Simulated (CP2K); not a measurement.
**triplet CH4Si: levels of theory compared**

Wanted: a comparison of 3 runs (UB3LYP/6-31G*, AM1, PM6) of triplet CH4Si. 

Program for the calculation: CP2K 2026.2.

5 further runs of the same task are left out: 1 that didn't finish, 4 set aside as unsound or not needed.

## 1. The structure to begin with

The species is CH4Si (6 atoms), meant as a triplet with charge 0. SMILES of the parent species: `C[SiH]`. Geometry: relaxed at PBE0-D4/def2-TZVP. That shape belongs to the parent species and isn't relaxed for this state.

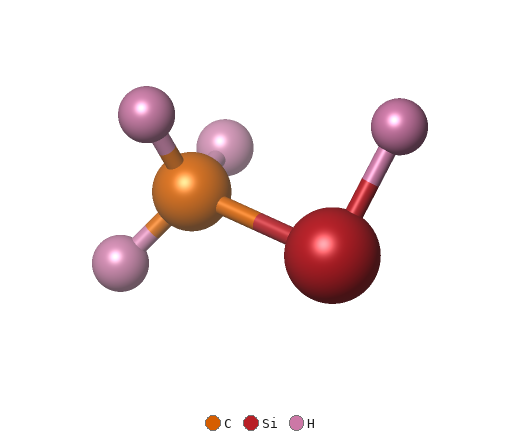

The structure, seen from a chosen angle (carbon orange, silicon red, hydrogen pink).

## 2. A single-point energy at UB3LYP/6-31G(d) (spherical functions) (run 1)

gas.inp reads:

```
&GLOBAL
   PROJECT gas
   RUN_TYPE ENERGY
   PRINT_LEVEL MEDIUM
&END

&FORCE_EVAL
   METHOD QS
   &DFT
      BASIS_SET_FILE_NAME ./6_31gs.basis
      POTENTIAL_FILE_NAME POTENTIAL
      MULTIPLICITY 3
      UNRESTRICTED_KOHN_SHAM T
      &QS
         METHOD GAPW
         EPS_DEFAULT 1.0E-10
      &END
      &MGRID
         CUTOFF 280
         REL_CUTOFF 50
         NGRIDS 4
      &END
      &POISSON
         PERIODIC NONE
         POISSON_SOLVER MULTIPOLE
      &END
      ! self-consistent field
      &SCF
         SCF_GUESS ATOMIC
         EPS_SCF 1.0E-06
         MAX_SCF 60
         ADDED_MOS 3
         &DIAGONALIZATION
            ALGORITHM STANDARD
         &END
         &MIXING
            METHOD DIRECT_P_MIXING
            ALPHA 0.4
         &END
      &END
      ! exchange and correlation
      &XC
         &XC_FUNCTIONAL
            &HYB_GGA_XC_B3LYP
            &END
         &END
         &HF
            FRACTION 0.2
            &SCREENING
               EPS_SCHWARZ 1.0E-10
            &END
            &MEMORY
               MAX_MEMORY 1050
            &END
         &END
      &END
      &PRINT
         &MOMENTS
            PERIODIC F
            REFERENCE COM
            MAX_MOMENT 1
         &END
         &MO ON
            ENERGIES T
            OCCUPATION_NUMBERS T
            NDIGITS 6
            &EACH
               QS_SCF 0
            &END
            ADD_LAST NUMERIC
         &END
         &LOWDIN ON
         &END
         &HIRSHFELD OFF
         &END
         &MO_MOLDEN ON
            NDIGITS 8
         &END
      &END
   &END
   ! atoms, cell and kinds
   &SUBSYS
      ! vacuum box
      &CELL
         ABC 9.1 9.9 9.5
         PERIODIC NONE
      &END
      &COORD
         C     -0.093500    -0.366000    -0.370300
         Si     0.917300     0.209800     1.122300
         H     -1.156900    -0.410100    -0.102200
         H      0.215000    -1.335600    -0.763000
         H     -0.024000     0.382000    -1.170800
         H      0.142200     1.520000     1.284000
      &END
      &TOPOLOGY
         &CENTER_COORDINATES
         &END
      &END
      &KIND C
         BASIS_SET 6-31Gs
         POTENTIAL ALL
         LEBEDEV_GRID 194
         RADIAL_GRID 100
      &END
      &KIND Si
         BASIS_SET 6-31Gs
         POTENTIAL ALL
         LEBEDEV_GRID 194
         RADIAL_GRID 100
      &END
      &KIND H
         BASIS_SET 6-31Gs
         POTENTIAL ALL
         LEBEDEV_GRID 194
         RADIAL_GRID 100
      &END
   &END
&END
```

On the command line:

```console
$ OMP_NUM_THREADS=1 cp2k.psmp -i gas.inp > gas.out 2>&1
```

Standard output:

```text
CP2K| version string:                                       CP2K version 2026.2
[...]
 GLOBAL| Method name                                                        CP2K
[...]
 GLOBAL| Run type                                                         ENERGY
[...]
 DFT| Spin unrestricted (spin-polarized) Kohn-Sham calculation               UKS
 DFT| Multiplicity                                                             3
[...]
 DFT| Charge                                                                   0
[...]
 FUNCTIONAL| HYB_GGA_XC_B3LYP:
[...]
 QS| Method:                                                                GAPW
[...]
 QS| Density cutoff [a.u.]:                                                140.0
[...]
 QS| Relative density cutoff [a.u.]:                                        25.0
[...]
                             - Atoms:                                          6
[...]
                             - Spherical basis functions:                     40
[...]
 Number of electrons:                                                         13
[...]
     1 P_Mix/Diag. 0.40E+00    3.2     0.24780909      -330.0800113042 -3.30E+02
[...]
    14 DIIS/Diag.  0.68E-06    2.2     0.00000050      -329.8909835258 -8.75E-12
  *** SCF run converged in    14 steps ***
[...]
  Overlap energy of the core charge distribution:               0.00000231656220
  Self energy of the core charge distribution:               -160.41504969925631
  Core Hamiltonian energy:                                   -167.20178631051240
  Hartree energy:                                              48.44523069454917
  Exchange-correlation energy:                                 -7.33162623362425
  Hartree-Fock Exchange energy:                                -5.38480620257875
[...]
  Ideal and single determinant S**2 :                    2.000000       2.001390
[...]
                     Mulliken Population Analysis
 #  Atom  Element  Kind  Atomic population (alpha,beta) Net charge  Spin moment
       1     C        1         3.356960     3.282425    -0.639386     0.074535
       2     Si       2         7.829704     6.027278     0.143019     1.802426
       3     H        3         0.418552     0.395330     0.186118     0.023222
       4     H        3         0.412273     0.416245     0.171482    -0.003973
       5     H        3         0.418800     0.395666     0.185534     0.023134
       6     H        3         0.563711     0.483056    -0.046767     0.080655
 # Total charge and spin       13.000000    11.000000    -0.000000     2.000000
[...]
 ENERGY| Total FORCE_EVAL ( QS ) energy [hartree]           -329.890983525781564
[...]
```

Wall time 33 s (1 thread of AMD EPYC 9R45 (Zen 5), shared host); peak memory 0.65 GiB.

## 3. A single-point energy at AM1 (run 2)

molecule.inp reads:

```
&global
   project_name molecule
   run_type ENERGY
   print_level MEDIUM
&end global

&force_eval
   method QUICKSTEP
   &dft
      charge 0
      multiplicity 3
      lsd T
      &qs
         method AM1
         eps_default 1.0E-10
         &se
            &coulomb
               cutoff [angstrom] 50
               rc_range [angstrom] 0
            &end coulomb
            &exchange
               cutoff [angstrom] 50
               rc_range [angstrom] 0
            &end exchange
         &end se
      &end qs
      &poisson
         periodic NONE
         poisson_solver ANALYTIC
      &end poisson
      &scf
         scf_guess ATOMIC
         eps_scf 1.0E-06
         max_scf 30
         &ot ON
            minimizer DIIS
            preconditioner FULL_ALL
         &end ot
         &outer_scf
            eps_scf 1.0E-06
            max_scf 10
         &end outer_scf
      &end scf
      &print
         &moments
            periodic F
            reference COM
            max_moment 1
         &end moments
         &mo_cubes
            nlumo 1
            nhomo -1
            write_cube F
         &end mo_cubes
         &hirshfeld OFF
         &end hirshfeld
      &end print
   &end dft
   &subsys
      &cell
         abc [angstrom] 14.1 14.9 14.5
         periodic NONE
      &end cell
      &coord
         UNIT bohr
         C     -0.1766894    -0.6916398    -0.6997656
         Si     1.7334458     0.3964645     2.1208396
         H     -2.1862242    -0.7749767    -0.1931300
         H      0.4062911    -2.5239182    -1.4418610
         H     -0.0453534     0.7218754    -2.2124913
         H      0.2687191     2.8723837     2.4264083
      &end coord
      &topology
         &center_coordinates
         &end center_coordinates
      &end topology
   &end subsys
&end force_eval
```

On the command line:

```console
$ OMP_NUM_THREADS=1 cp2k.psmp -i molecule.inp -o molecule.out
```

Standard output:

```text
CP2K| version string:                                       CP2K version 2026.2
[...]
 GLOBAL| Method name                                                        CP2K
[...]
 GLOBAL| Run type                                                         ENERGY
[...]
                             - Atoms:                                          6
[...]
                             - Spherical basis functions:                     12
[...]
 Number of electrons:                                                          7
[...]
     1 OT DIIS     0.15E+00    0.0     0.24979488        -7.4958917348 -7.50E+00
[...]
     8 OT DIIS     0.15E+00    0.0     0.00000078        -9.7502025353 -5.78E-10
  *** SCF run converged in     8 steps ***
  Core-core repulsion energy [eV]:                            370.74648118413205
  Core Hamiltonian energy [eV]:                              -392.58653752262165
  Two-electron integral energy [eV]:                         -486.95289505923500
  Electronic energy [eV]:                                    -636.06298505223913
  Total energy [eV]:                                         -265.31650386810708
  Atomic reference energy [eV]:                               266.55139559273738
  Heat of formation [kcal/mol]:                                28.47728193930229
[...]
 SE_DIPOLE| Moment [Debye]         -0.47496975       0.39682654      -0.20068683
 SE_DIPOLE| Derivative [a.u.]       0.00000000       0.00000000       0.00000000
 *** WARNING in qs_scf_post_se.F:140 :: Printing of MO cube files not ***
 *** implemented for Semi-Empirical method.                           ***
 ENERGY| Total FORCE_EVAL ( QS ) energy [hartree]             -9.750202535332722
[...]
```

It took 1.4 s on 1 thread of AMD EPYC 9R45 (Zen 5), shared host; peak memory 0.19 GiB.

## 4. A single-point energy at PM6 (run 3)

molecule.pdb reads:

```
HETATM    1 C    MOL A   1      -0.094  -0.366  -0.370  1.00  0.00           C
HETATM    2 Si   MOL A   1       0.917   0.210   1.122  1.00  0.00          SI
HETATM    3 H    MOL A   1      -1.157  -0.410  -0.102  1.00  0.00           H
HETATM    4 H    MOL A   1       0.215  -1.336  -0.763  1.00  0.00           H
HETATM    5 H    MOL A   1      -0.024   0.382  -1.171  1.00  0.00           H
HETATM    6 H    MOL A   1       0.142   1.520   1.284  1.00  0.00           H
END
```

qs.inp reads:

```
&GLOBAL
   PROJECT_NAME qs
   RUN_TYPE ENERGY
   PRINT_LEVEL MEDIUM
&END
&FORCE_EVAL
   METHOD QUICKSTEP
   &DFT
      MULTIPLICITY 3
      UKS T
      &QS
         METHOD PM6
         EPS_DEFAULT 1.0E-10
         &SE
            &COULOMB
               CUTOFF [angstrom] 50
               RC_RANGE [angstrom] 0
            &END
            &EXCHANGE
               CUTOFF [angstrom] 50
               RC_RANGE [angstrom] 0
            &END
         &END
      &END
      &POISSON
         PERIODIC NONE
         POISSON_SOLVER ANALYTIC
      &END
      &SCF
         SCF_GUESS ATOMIC
         EPS_SCF 1.0E-06
         MAX_SCF 100
         ADDED_MOS 8
         &DIAGONALIZATION
            ALGORITHM STANDARD
         &END
         &MIXING
            METHOD DIRECT_P_MIXING
            ALPHA 0.4
         &END
      &END
      &PRINT
         &MOMENTS
            PERIODIC F
            REFERENCE COM
            MAX_MOMENT 1
         &END
         &MO ON
            ENERGIES T
            OCCUPATION_NUMBERS T
            NDIGITS 6
            &EACH
               QS_SCF 0
            &END
            ADD_LAST NUMERIC
         &END
         &HIRSHFELD OFF
         &END
      &END
   &END
   &SUBSYS
      &CELL
         ABC 10.1 10.9 10.5
         PERIODIC NONE
      &END
      &TOPOLOGY
         COORD_FILE_NAME molecule.pdb
         COORD_FILE_FORMAT PDB
         CONN_FILE_FORMAT OFF
         &CENTER_COORDINATES
         &END
      &END
   &END
&END
```

On the command line:

```console
$ OMP_NUM_THREADS=1 cp2k.psmp -i qs.inp -o qs.out
```

Standard output:

```text
CP2K| version string:                                       CP2K version 2026.2
[...]
 GLOBAL| Method name                                                        CP2K
[...]
 GLOBAL| Run type                                                         ENERGY
[...]
                             - Atoms:                                          6
[...]
                             - Spherical basis functions:                     17
[...]
 Number of electrons:                                                          7
[...]
     1 P_Mix/Diag. 0.40E+00    0.0     0.43788447        -6.0184802113 -6.02E+00
[...]
    19 DIIS/Diag.  0.19E-06    0.0     0.00000095        -9.0542280159 -3.80E-12
  *** SCF run converged in    19 steps ***
  Core-core repulsion energy [eV]:                            357.10966042360411
  Core Hamiltonian energy [eV]:                              -382.03084812597314
  Two-electron integral energy [eV]:                         -442.91377272677454
  Electronic energy [eV]:                                    -603.48773448936038
  Total energy [eV]:                                         -246.37807406575624
  Atomic reference energy [eV]:                               249.76583109273727
  Heat of formation [kcal/mol]:                                78.12353915326150
[...]
 SE_DIPOLE| Moment [Debye]          0.26340031       0.22412990       0.45410102
 SE_DIPOLE| Derivative [a.u.]       0.00000000       0.00000000       0.00000000
 ENERGY| Total FORCE_EVAL ( QS ) energy [hartree]             -9.054228015911585
[...]
```

Run time: 0.99 s. Hardware: 1 thread of AMD EPYC 9R45 (Zen 5), shared host; peak memory 0.19 GiB.

## 5. The series

| run | level | scheme | iteration cap | energy (Eh) | dipole moment (D) | HOMO energy (eV) | LUMO energy (eV) | wall time |
| --- | --- | --- | --- | --- | --- | --- | --- | --- |
| 1 | UB3LYP/6-31G* (spherical functions) | GAPW | 60 | -329.890984 | 0.80 | -4.72 | -3.95 | 33 s |
| 2 | AM1 | – | 30 | -9.750203 | 0.65 | – | – | 1.4 s |
| 3 | PM6 | – | 100 | -9.054228 | 0.57 | -6.58 | -2.54 | 0.99 s |

## 6. Outcome

```
                                 quantity          value
                      run 3: total energy    -9.05423 Eh
                     run 3: dipole moment         0.57 D
run 3: HOMO energy (highest over α and β)       -6.58 eV
 run 3: LUMO energy (lowest over α and β)       -2.54 eV
                 run 3: heat of formation  78.1 kcal/mol
```

In words: The dipole moment (its size) runs from 0.57 D (PM6) to 0.80 D (UB3LYP/6-31G*). The two ends differ in method and basis and Hamiltonian. Force-field and semi-empirical energies have zeros of their own, so their totals don't compare. All runs together took 35 s, the longest 33 s.
